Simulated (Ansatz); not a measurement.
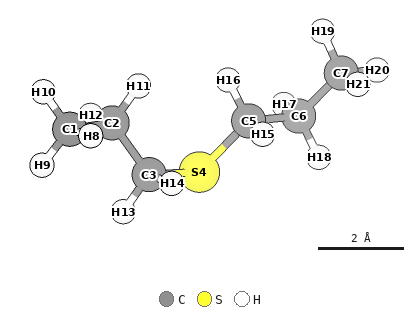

The input geometry (ball-and-stick view, seen at a tilt; atoms are numbered from 1 in the order of the input).

C₆H₁₄S (charge +1): single-point calculation

The run: single-point calculation of C₆H₁₄S, charge +1, multiplicity 2. Method and program: UHF-MP2, frozen core/def2-QZVPP (Ansatz 0.2.0).

The geometry is the cation at the geometry of the neutral molecule. The geometry comes from this level: PBE0-D4/def2-TZVP.

**What the program printed**
```
Functional definition: HF
  name "HF"
  cite "Fock, Z. Phys. 61, 126 (1930) doi:10.1007/BF01340294"
  parent pbe
  exchange = exact_x
  correlation = 0
these checks for a lower state are left out or cut short: cluster_reference
4898 factors; integrals over basis functions are off by at most 9.2e-4 eV
mean field evaluation 1: about -17208.2173 eV, gradient 4.3e1 eV
mean field evaluation 2: about -17208.2201 eV, gradient 4.3e1 eV
mean field evaluation 4: about -17217.8217 eV, gradient 4.5e0 eV
mean field evaluation 8: about -17218.0357 eV, gradient 1.9e-1 eV
mean field -17218.03637391 eV, -632.7511659371 hartree, gradient 3.3e-6 eV, S^2 0.768247; 0 other end points of the search recorded, 0 dependent functions left out
11 core orbitals not correlated: weight in the atoms' cores, before any rotation towards them, 1.000 or more for the frozen orbitals, at most 0.000 for the correlated occupied ones
reference -17218.03637391 eV, -632.7511659371 hartree; 22, 21 occupied and 799, 800 virtual orbitals, 4898 factors
second order -34.59571780 eV of doubles, -0.00000000 eV of singles
Total energy: -17252.63209171 eV, -634.0225351164 hartree
Checks for a lower state left out: cluster_reference
```

The run was set up as follows.

**Input**
```yaml
crystal:
  periodic: [false, false, false]
  atoms:
    - {symbol: C, position_ang: [-0.827796, -3.395563, -0.612279]}
    - {symbol: C, position_ang: [-0.243321, -2.017104, -0.874760]}
    - {symbol: C, position_ang: [0.794642, -1.631443, 0.164641]}
    - {symbol: S, position_ang: [1.587563, -0.032887, -0.095143]}
    - {symbol: C, position_ang: [0.230446, 1.088071, 0.307688]}
    - {symbol: C, position_ang: [0.720622, 2.524828, 0.284139]}
    - {symbol: C, position_ang: [-0.388923, 3.511124, 0.607556]}
    - {symbol: H, position_ang: [-1.316302, -3.439802, 0.365218]}
    - {symbol: H, position_ang: [-0.049602, -4.163843, -0.626791]}
    - {symbol: H, position_ang: [-1.571271, -3.661772, -1.366827]}
    - {symbol: H, position_ang: [-1.046760, -1.274301, -0.884278]}
    - {symbol: H, position_ang: [0.219725, -1.982175, -1.865209]}
    - {symbol: H, position_ang: [1.616613, -2.353573, 0.161608]}
    - {symbol: H, position_ang: [0.363697, -1.649486, 1.171444]}
    - {symbol: H, position_ang: [-0.151795, 0.833593, 1.301905]}
    - {symbol: H, position_ang: [-0.584363, 0.960888, -0.410491]}
    - {symbol: H, position_ang: [1.139057, 2.745393, -0.703328]}
    - {symbol: H, position_ang: [1.541893, 2.635486, 0.999163]}
    - {symbol: H, position_ang: [-1.207392, 3.437270, -0.113949]}
    - {symbol: H, position_ang: [-0.021095, 4.539349, 0.588114]}
    - {symbol: H, position_ang: [-0.805647, 3.325968, 1.601566]}
basis:
  gaussian: {orbitals: "def2-QZVPP.json"}
total_charge: 1
magnetization: {spin_polarized: true, initial_magnetization: 1}
correlation: {method: mp2}
scf: {omitted_lower_state_checks: [cluster_reference]}
```

Run as:
```bash
ansatz run in.yaml --threads 2 --pin off --events-out ev --progress --plain --max-ram 22528MiB --backend cuda --devices 0, --max-vram 18GiB
```

**Results in brief**

```tsv
quantity	value
outcome	converged
total energy	−17252.6321 eV
mean-field energy	−17218.0364 eV
⟨S²⟩	0.768
SCF solution under orbital rotations	stable
hardware	2 CPU threads, shared host
wall time	21 s (CPU time 16 s)
peak memory	7.8 GiB
```
